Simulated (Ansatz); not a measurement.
# CH8BNSi: two geometries relaxed

Aim: relax the geometries before and after the shift of H12 from Si4 to B3, and see whether they are two minima and how far apart in energy. SMILES of the start: CNB[SiH3].

All numbers below are computed with Ansatz 0.2.0 (RKS PBE-D4/def2-SVP).

**1. The structure to begin with**

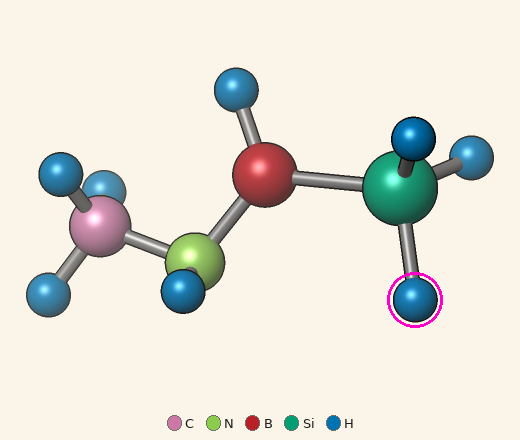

Start, viewed from a chosen angle; carbon pink, nitrogen green, boron red, silicon teal, hydrogen blue. Ringed: H12.

As a file:

```xyz
12

C    -0.5182    1.9334    0.1689
N    -0.8057    0.5322    0.1307
B     0.4579   -0.2120   -0.2162
Si    0.5586   -2.1404   -0.3082
H    -1.5124    2.4908    0.3936
H    -0.2404    2.3541   -0.8449
H     0.2213    2.2503    0.9279
H    -1.0472    0.2592    1.0880
H     1.5026    0.3845   -0.3768
H     0.8837   -2.5688   -1.6335
H     1.4240   -2.6943    0.6986
H    -0.8472   -2.6441    0.0057
```

**2. End point A**

Input file input.yaml:

```yaml
crystal:
  periodic: [false, false, false]
  atoms:
    - { symbol: C, position_ang: [-0.5182, 1.9334, 0.1689] }
    - { symbol: "N", position_ang: [-0.8057, 0.5322, 0.1307] }
    - { symbol: B, position_ang: [0.4579, -0.212, -0.2162] }
    - { symbol: Si, position_ang: [0.5586, -2.1404, -0.3082] }
    - { symbol: H, position_ang: [-1.5124, 2.4908, 0.3936] }
    - { symbol: H, position_ang: [-0.2404, 2.3541, -0.8449] }
    - { symbol: H, position_ang: [0.2213, 2.2503, 0.9279] }
    - { symbol: H, position_ang: [-1.0472, 0.2592, 1.088] }
    - { symbol: H, position_ang: [1.5026, 0.3845, -0.3768] }
    - { symbol: H, position_ang: [0.8837, -2.5688, -1.6335] }
    - { symbol: H, position_ang: [1.424, -2.6943, 0.6986] }
    - { symbol: H, position_ang: [-0.8472, -2.6441, 0.0057] }
basis:
  gaussian: { orbitals: def2-SVP }
hamiltonian:
  xc: pbe
  dispersion: d4
relax:
  f_tol: 0.02
  max_steps: 50
output:
  orbitals: {}
```

Run with:

```console
> ansatz run input.yaml --threads 2 --pin off --max-ram 3072MiB --backend cpu --events-out ev --progress --plain --runs-dir out
```

What it wrote (excerpt; [...] marks lines left out):

```text
Warning: RAYON_NUM_THREADS=2 ignored (pool sized by the plan → 2); use --threads N
[...]
Functional definition: PBE
[...]
1144 factors; their error is unknown
[...]
mean field -11196.64683701 eV, -411.4691819003 hartree, gradient 1.5e-5 eV, S^2 0.000000; 0 other end points of the search recorded, 0 dependent functions left out
[...]
reference -11196.64687476 eV, -411.4691832875 hartree; 20, 20 occupied and 80, 80 virtual orbitals, 1144 factors
relax step   1: F+E_penalty+E_count = -11196.85118435 eV  Δ(F+E_penalty+E_count) = +0.000e0 eV  max|allowed force component| = 3.564e0 eV/Å  Δτ_max = 0.0000 Å  (28 SCF iters, accepted)
[...]
relax step   4: F+E_penalty+E_count = -11198.15917879 eV  Δ(F+E_penalty+E_count) = -2.211e-1 eV  max|allowed force component| = 5.252e-1 eV/Å  Δτ_max = 0.2000 Å  (28 SCF iters, accepted)
[...]
relax step   7: F+E_penalty+E_count = -11198.22043866 eV  Δ(F+E_penalty+E_count) = -1.105e-2 eV  max|allowed force component| = 1.947e-1 eV/Å  Δτ_max = 0.1125 Å  (27 SCF iters, accepted)
[...]
relax step  10: F+E_penalty+E_count = -11198.22083471 eV  Δ(F+E_penalty+E_count) = +2.649e-3 eV  max|allowed force component| = 2.760e-1 eV/Å  Δτ_max = 0.0225 Å  (30 SCF iters, rejected (line search))
[...]
relax step  11: F+E_penalty+E_count = -11198.22528761 eV  Δ(F+E_penalty+E_count) = -1.804e-3 eV  max|allowed force component| = 2.500e-2 eV/Å  Δτ_max = 0.0109 Å  (31 SCF iters, accepted)
[...]
relax step  12: F+E_penalty+E_count = -11198.22538581 eV  Δ(F+E_penalty+E_count) = -9.820e-5 eV  max|allowed force component| = 1.768e-2 eV/Å  Δτ_max = 0.0136 Å  (30 SCF iters, accepted)
1144 factors; their error is unknown
mean field -11198.02557090 eV, -411.5198494364 hartree, gradient 2.4e-5 eV, S^2 0.000000; 1 other end points of the search recorded, 0 dependent functions left out
[...]
reference -11198.02561033 eV, -411.5198508852 hartree; 20, 20 occupied and 80, 80 virtual orbitals, 1144 factors
Total energy: -11198.22542524 eV, -411.5271939476 hartree
Atom 0 at    -0.540675     2.052725     0.296849 Å, force    -0.008990    -0.017681    -0.002943 eV/Å
Atom 1 at    -0.437626     0.602819     0.263312 Å, force    -0.003173    -0.001495    -0.007746 eV/Å
Atom 2 at     0.557806    -0.167086    -0.343528 Å, force    -0.000982    -0.000047    -0.000014 eV/Å
Atom 3 at     0.496280    -2.186227    -0.249085 Å, force     0.000225     0.008616    -0.006403 eV/Å
Atom 4 at    -1.477655     2.408416    -0.183243 Å, force    -0.012894     0.004627    -0.006543 eV/Å
Atom 5 at     0.315689     2.493072    -0.245982 Å, force     0.016828     0.008037    -0.010731 eV/Å
Atom 6 at    -0.529674     2.440430     1.338131 Å, force     0.001028     0.004625     0.016758 eV/Å
Atom 7 at    -1.206275     0.130810     0.750442 Å, force     0.007677     0.002235     0.007283 eV/Å
Atom 8 at     1.454389     0.425362    -0.923776 Å, force     0.004805     0.001390     0.008574 eV/Å
Atom 9 at     0.470729    -2.817067    -1.620758 Å, force    -0.004888    -0.005071    -0.002228 eV/Å
Atom 10 at     1.702177    -2.755698     0.460158 Å, force    -0.001624     0.000085     0.002848 eV/Å
Atom 11 at    -0.728165    -2.682656     0.491279 Å, force     0.001988    -0.005321     0.001145 eV/Å
Dipole moment:    -0.330460     0.495797     0.194607 e Å
```

Run time: 14 s. Hardware: 2 threads of Intel Xeon 6975P-C (Granite Rapids), shared host; peak memory 0.17 GiB.

Relaxation path:

```tsv
step	energy from step 1 (eV)	largest force component (eV/Å)
1	0.0000	3.5645
2	-0.7891	2.0301
3	-1.0869	2.0976
4	-1.3080	0.5252
5	-1.3402	0.3549
6	-1.3582	0.1889
7	-1.3693	0.1947
8	-1.3723	0.0324
9	-1.3723	0.1321
10x	-1.3697	0.2760
11	-1.3741	0.0250
12	-1.3742	0.0177
```

Step 1 is the start. 1 step was tried and not accepted (marked x).

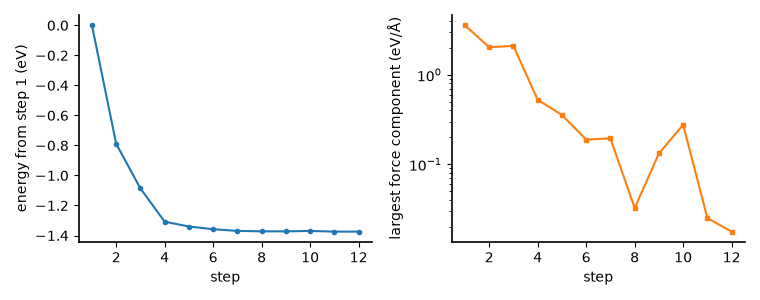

Energy and largest force along the relaxation.

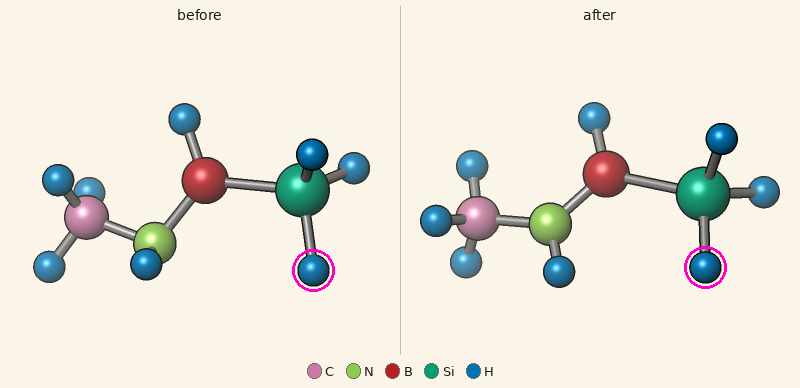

Before and after, at one scale.

After: Bond lengths: C1–N2 1.454 Å, N2–B3 1.397 Å, B3–Si4 2.022 Å, C1–H5 1.111 Å, C1–H6 1.105 Å, C1–H7 1.111 Å, N2–H8 1.025 Å, B3–H9 1.221 Å, Si4–H10 1.510 Å, Si4–H11 1.510 Å, Si4–H12 1.515 Å. Angles (14 of 18 angles, heavy atoms first): C1–N2–B3 127.6°, N2–B3–Si4 120.5°, C1–N2–H8 113.3°, B3–N2–H8 119.1°, N2–C1–H5 111.7°, N2–C1–H6 109.3°, N2–C1–H7 111.6°, N2–B3–H9 117.5°, Si4–B3–H9 121.9°, B3–Si4–H10 112.0°, B3–Si4–H11 112.0°, B3–Si4–H12 112.0°, H5–C1–H6 108.3°, H5–C1–H7 107.5°.

**3. End point B**

The second end starts from a geometry with the move made by hand.

input.yaml, as its differences from that of step 2:

```diff
@@ -14,3 +14,3 @@
     - { symbol: H, position_ang: [1.424, -2.6943, 0.6986] }
-    - { symbol: H, position_ang: [-0.8472, -2.6441, 0.0057] }
+    - { symbol: H, position_ang: [-0.56008, -0.50564, -0.71258] }
 basis:
@@ -23,3 +23 @@
   max_steps: 50
-output:
-  orbitals: {}
```

Run with:

```console
> ansatz run input.yaml --threads 2 --pin off --max-ram 3072MiB --backend cpu --events-out ev --progress --plain --runs-dir out
```

What it wrote (excerpt; [...] marks lines left out):

```text
Warning: RAYON_NUM_THREADS=2 ignored (pool sized by the plan → 2); use --threads N
[...]
[... 1 set-up line as earlier in the session ...]
[...]
1144 factors; their error is unknown
[...]
mean field -11191.94461544 eV, -411.2963784448 hartree, gradient 1.3e-5 eV, S^2 0.000000; 1 other end points of the search recorded, 0 dependent functions left out
[...]
reference -11191.94465241 eV, -411.2963798036 hartree; 20, 20 occupied and 80, 80 virtual orbitals, 1144 factors
relax step   1: F+E_penalty+E_count = -11192.16497468 eV  Δ(F+E_penalty+E_count) = +0.000e0 eV  max|allowed force component| = 4.249e0 eV/Å  Δτ_max = 0.0000 Å  (90 SCF iters, accepted)
[...]
relax step   5: F+E_penalty+E_count = -11196.21365376 eV  Δ(F+E_penalty+E_count) = -6.624e-1 eV  max|allowed force component| = 1.872e0 eV/Å  Δτ_max = 0.1903 Å  (30 SCF iters, accepted)
[...]
relax step   9: F+E_penalty+E_count = -11197.79875606 eV  Δ(F+E_penalty+E_count) = -2.494e-1 eV  max|allowed force component| = 7.156e-1 eV/Å  Δτ_max = 0.2000 Å  (28 SCF iters, accepted)
[...]
relax step  13: F+E_penalty+E_count = -11198.17505855 eV  Δ(F+E_penalty+E_count) = -2.675e-2 eV  max|allowed force component| = 1.769e-1 eV/Å  Δτ_max = 0.2000 Å  (27 SCF iters, accepted)
[...]
relax step  15: F+E_penalty+E_count = -11198.18522102 eV  Δ(F+E_penalty+E_count) = +5.887e-3 eV  max|allowed force component| = 4.743e-1 eV/Å  Δτ_max = 0.1913 Å  (27 SCF iters, rejected (line search))
[...]
relax step  16: F+E_penalty+E_count = -11198.19815096 eV  Δ(F+E_penalty+E_count) = -7.042e-3 eV  max|allowed force component| = 3.759e-2 eV/Å  Δτ_max = 0.0956 Å  (28 SCF iters, accepted)
```

**4. More of the same log: end point B relaxed**

The log, continued:

```text
these checks for a lower state are left out or cut short: starts, cluster_reference, orbital_swaps, neighbouring_geometries, increment
1144 factors; their error is unknown
mean field -11198.00463945 eV, -411.5190802198 hartree, gradient 2.0e-5 eV, S^2 0.000000; 0 other end points of the search recorded, 0 dependent functions left out
the calculation of the forces begins
reference -11198.00467891 eV, -411.5190816698 hartree; 20, 20 occupied and 80, 80 virtual orbitals, 1144 factors
relax step  17: F+E_penalty+E_count = -11198.20414574 eV  Δ(F+E_penalty+E_count) = -5.995e-3 eV  max|allowed force component| = 1.427e-1 eV/Å  Δτ_max = 0.0972 Å  (29 SCF iters, accepted)
these checks for a lower state are left out or cut short: starts, cluster_reference, orbital_swaps, neighbouring_geometries, increment
1144 factors; their error is unknown
mean field evaluation 160: about -11198.0026 eV, gradient 1.8e-3 eV
mean field -11198.00262337 eV, -411.5190061299 hartree, gradient 2.4e-5 eV, S^2 0.000000; 0 other end points of the search recorded, 0 dependent functions left out
the calculation of the forces begins
reference -11198.00266281 eV, -411.5190075795 hartree; 20, 20 occupied and 80, 80 virtual orbitals, 1144 factors
relax step  18: F+E_penalty+E_count = -11198.20216419 eV  Δ(F+E_penalty+E_count) = +1.982e-3 eV  max|allowed force component| = 4.448e-1 eV/Å  Δτ_max = 0.1492 Å  (28 SCF iters, rejected (line search))
these checks for a lower state are left out or cut short: starts, cluster_reference, orbital_swaps, neighbouring_geometries, increment
1144 factors; their error is unknown
mean field -11198.01080548 eV, -411.5193068172 hartree, gradient 2.0e-5 eV, S^2 0.000000; 0 other end points of the search recorded, 0 dependent functions left out
the calculation of the forces begins
reference -11198.01084500 eV, -411.5193082693 hartree; 20, 20 occupied and 80, 80 virtual orbitals, 1144 factors
relax step  19: F+E_penalty+E_count = -11198.21032399 eV  Δ(F+E_penalty+E_count) = -6.178e-3 eV  max|allowed force component| = 7.710e-2 eV/Å  Δτ_max = 0.0746 Å  (29 SCF iters, accepted)
these checks for a lower state are left out or cut short: starts, cluster_reference, orbital_swaps, neighbouring_geometries, increment
1144 factors; their error is unknown
mean field -11198.01483604 eV, -411.5194549372 hartree, gradient 2.0e-5 eV, S^2 0.000000; 0 other end points of the search recorded, 0 dependent functions left out
the calculation of the forces begins
reference -11198.01487543 eV, -411.5194563850 hartree; 20, 20 occupied and 80, 80 virtual orbitals, 1144 factors
relax step  20: F+E_penalty+E_count = -11198.21454661 eV  Δ(F+E_penalty+E_count) = -4.223e-3 eV  max|allowed force component| = 5.985e-2 eV/Å  Δτ_max = 0.0720 Å  (29 SCF iters, accepted)
these checks for a lower state are left out or cut short: starts, cluster_reference, orbital_swaps, neighbouring_geometries, increment
1144 factors; their error is unknown
mean field -11198.01930988 eV, -411.5196193479 hartree, gradient 2.0e-5 eV, S^2 0.000000; 0 other end points of the search recorded, 0 dependent functions left out
the calculation of the forces begins
reference -11198.01934920 eV, -411.5196207931 hartree; 20, 20 occupied and 80, 80 virtual orbitals, 1144 factors
relax step  21: F+E_penalty+E_count = -11198.21903924 eV  Δ(F+E_penalty+E_count) = -4.493e-3 eV  max|allowed force component| = 1.062e-1 eV/Å  Δτ_max = 0.1091 Å  (28 SCF iters, accepted)
these checks for a lower state are left out or cut short: starts, cluster_reference, orbital_swaps, neighbouring_geometries, increment
1144 factors; their error is unknown
mean field -11198.02098343 eV, -411.5196808500 hartree, gradient 2.0e-5 eV, S^2 0.000000; 0 other end points of the search recorded, 0 dependent functions left out
the calculation of the forces begins
reference -11198.02102277 eV, -411.5196822955 hartree; 20, 20 occupied and 80, 80 virtual orbitals, 1144 factors
relax step  22: F+E_penalty+E_count = -11198.22074134 eV  Δ(F+E_penalty+E_count) = -1.702e-3 eV  max|allowed force component| = 1.301e-1 eV/Å  Δτ_max = 0.0624 Å  (29 SCF iters, accepted)
these checks for a lower state are left out or cut short: starts, cluster_reference, orbital_swaps, neighbouring_geometries, increment
1144 factors; their error is unknown
mean field evaluation 192: about -11198.0917 eV, gradient 1.0e-2 eV
mean field -11198.02361747 eV, -411.5197776490 hartree, gradient 2.0e-5 eV, S^2 0.000000; 0 other end points of the search recorded, 0 dependent functions left out
the calculation of the forces begins
reference -11198.02365678 eV, -411.5197790935 hartree; 20, 20 occupied and 80, 80 virtual orbitals, 1144 factors
relax step  23: F+E_penalty+E_count = -11198.22343879 eV  Δ(F+E_penalty+E_count) = -2.697e-3 eV  max|allowed force component| = 7.214e-2 eV/Å  Δτ_max = 0.0531 Å  (29 SCF iters, accepted)
these checks for a lower state are left out or cut short: starts, cluster_reference, orbital_swaps, neighbouring_geometries, increment
1144 factors; their error is unknown
mean field -11198.02514050 eV, -411.5198336192 hartree, gradient 2.0e-5 eV, S^2 0.000000; 0 other end points of the search recorded, 0 dependent functions left out
the calculation of the forces begins
reference -11198.02517979 eV, -411.5198350631 hartree; 20, 20 occupied and 80, 80 virtual orbitals, 1144 factors
relax step  24: F+E_penalty+E_count = -11198.22493372 eV  Δ(F+E_penalty+E_count) = -1.495e-3 eV  max|allowed force component| = 3.524e-2 eV/Å  Δτ_max = 0.0407 Å  (30 SCF iters, accepted)
these checks for a lower state are left out or cut short: starts, cluster_reference, orbital_swaps, neighbouring_geometries, increment
1144 factors; their error is unknown
mean field -11198.02555124 eV, -411.5198487136 hartree, gradient 2.0e-5 eV, S^2 0.000000; 0 other end points of the search recorded, 0 dependent functions left out
the calculation of the forces begins
reference -11198.02559050 eV, -411.5198501565 hartree; 20, 20 occupied and 80, 80 virtual orbitals, 1144 factors
relax step  25: F+E_penalty+E_count = -11198.22537551 eV  Δ(F+E_penalty+E_count) = -4.418e-4 eV  max|allowed force component| = 1.438e-2 eV/Å  Δτ_max = 0.0376 Å  (29 SCF iters, accepted)
these checks for a lower state are left out or cut short: starts, cluster_reference, orbital_swaps, neighbouring_geometries, increment
1144 factors; their error is unknown
mean field -11198.02567894 eV, -411.5198534067 hartree, gradient 2.0e-5 eV, S^2 0.000000; 0 other end points of the search recorded, 0 dependent functions left out
the calculation of the forces begins
reference -11198.02571821 eV, -411.5198548498 hartree; 20, 20 occupied and 80, 80 virtual orbitals, 1144 factors
relax step  26: F+E_penalty+E_count = -11198.22548085 eV  Δ(F+E_penalty+E_count) = -1.053e-4 eV  max|allowed force component| = 8.791e-3 eV/Å  Δτ_max = 0.0274 Å  (30 SCF iters, accepted)
1144 factors; their error is unknown
mean field evaluation 224: about -11197.9843 eV, gradient 6.4e0 eV
mean field -11198.02567894 eV, -411.5198534067 hartree, gradient 2.4e-5 eV, S^2 0.000000; 1 other end points of the search recorded, 0 dependent functions left out
the calculation of the forces begins
reference -11198.02571821 eV, -411.5198548498 hartree; 20, 20 occupied and 80, 80 virtual orbitals, 1144 factors
Total energy: -11198.22552012 eV, -411.5271974345 hartree
Atom 0 at    -0.479230     2.224058     0.336745 Å, force    -0.007958    -0.003207    -0.002104 eV/Å
Atom 1 at    -0.423731     0.778196     0.193211 Å, force     0.005457     0.007292    -0.000381 eV/Å
Atom 2 at     0.621051     0.013880    -0.332004 Å, force    -0.002029    -0.003345    -0.001398 eV/Å
Atom 3 at     0.472647    -2.000611    -0.430233 Å, force     0.000856    -0.008791    -0.002160 eV/Å
Atom 4 at    -1.333273     2.659080    -0.226664 Å, force     0.003325     0.000613     0.000737 eV/Å
Atom 5 at     0.455944     2.666778    -0.054094 Å, force     0.001087     0.000907     0.001372 eV/Å
Atom 6 at    -0.590370     2.526851     1.400748 Å, force    -0.000243    -0.000643    -0.001180 eV/Å
Atom 7 at    -1.268609     0.305199     0.529336 Å, force    -0.002297    -0.002338     0.004458 eV/Å
Atom 8 at     1.612603     0.608823    -0.724497 Å, force     0.003689     0.000010    -0.000412 eV/Å
Atom 9 at     0.578293    -2.507279    -1.849736 Å, force    -0.000671     0.002088     0.008180 eV/Å
Atom 10 at     1.565711    -2.689860     0.352665 Å, force    -0.005983     0.005482    -0.004440 eV/Å
Atom 11 at    -0.846915    -2.501755     0.120043 Å, force     0.004768     0.001933    -0.002672 eV/Å
Dipole moment:    -0.336438     0.494403     0.189899 e Å
```

It took 35 s on 2 threads of Intel Xeon 6975P-C (Granite Rapids), shared host; peak memory 0.2 GiB.

Relaxation path:

```tsv
step	energy from step 1 (eV)	largest force component (eV/Å)
1	0.0000	4.2490
2	-1.4587	2.1169
3	-2.5800	1.9795
4	-3.3863	2.1613
5	-4.0487	1.8719
6	-4.6134	1.5308
7	-5.0566	1.2727
8	-5.3844	1.0886
9	-5.6338	0.7156
10	-5.8093	0.4480
11	-5.9183	0.2287
12	-5.9833	0.1315
13	-6.0101	0.1769
14	-6.0261	0.0730
15x	-6.0202	0.4743
16	-6.0332	0.0376
17	-6.0392	0.1427
18x	-6.0372	0.4448
19	-6.0453	0.0771
20	-6.0496	0.0598
21	-6.0541	0.1062
22	-6.0558	0.1301
23	-6.0585	0.0721
24	-6.0600	0.0352
25	-6.0604	0.0144
26	-6.0605	0.0088
```

Step 1 is the start. 2 steps were tried and not accepted (marked x).

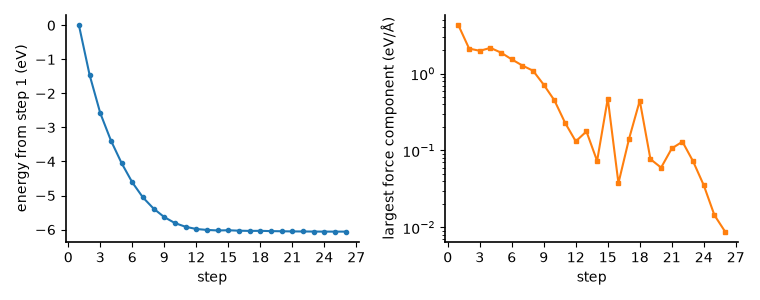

How energy and force went from step to step.

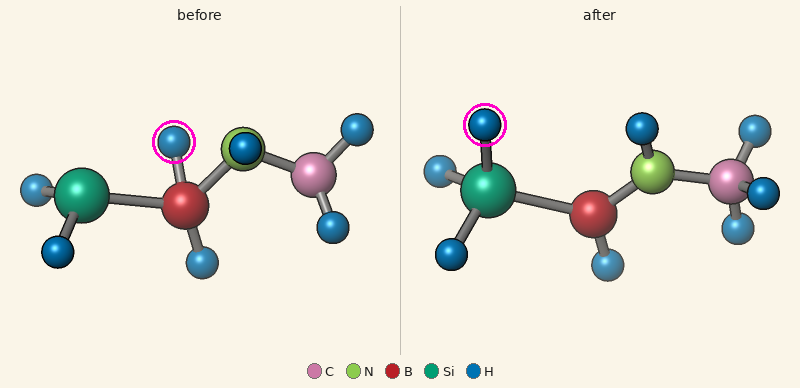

Before and after, at one scale.

After: Bond lengths: C1–N2 1.454 Å, N2–B3 1.397 Å, B3–Si4 2.022 Å, C1–H5 1.112 Å, C1–H6 1.106 Å, C1–H7 1.112 Å, N2–H8 1.025 Å, B3–H9 1.221 Å, Si4–H10 1.511 Å, Si4–H11 1.511 Å, Si4–H12 1.515 Å. Angles (14 of 18 angles, heavy atoms first): C1–N2–B3 127.6°, N2–B3–Si4 120.6°, C1–N2–H8 113.3°, B3–N2–H8 119.2°, N2–C1–H5 111.6°, N2–C1–H6 109.3°, N2–C1–H7 111.7°, N2–B3–H9 117.5°, Si4–B3–H9 122.0°, B3–Si4–H10 112.0°, B3–Si4–H11 112.1°, B3–Si4–H12 112.1°, H5–C1–H6 108.3°, H5–C1–H7 107.6°.

Pairs that crossed the distance rule for bonds on the way: came closer Si4–H12; moved apart B3–H12.

**5. Summary of results**

| quantity | value |
| --- | --- |
| end A | 10 moves, 1.374 eV lower |
| end B | 23 moves, 6.061 eV lower |
| largest difference between the ends | 0.03 Å |
| end B relative to end A | -0.000 eV |

The two relaxations end at one structure, within 0.03 Å: no second minimum was found from this start, which doesn't rule one out.
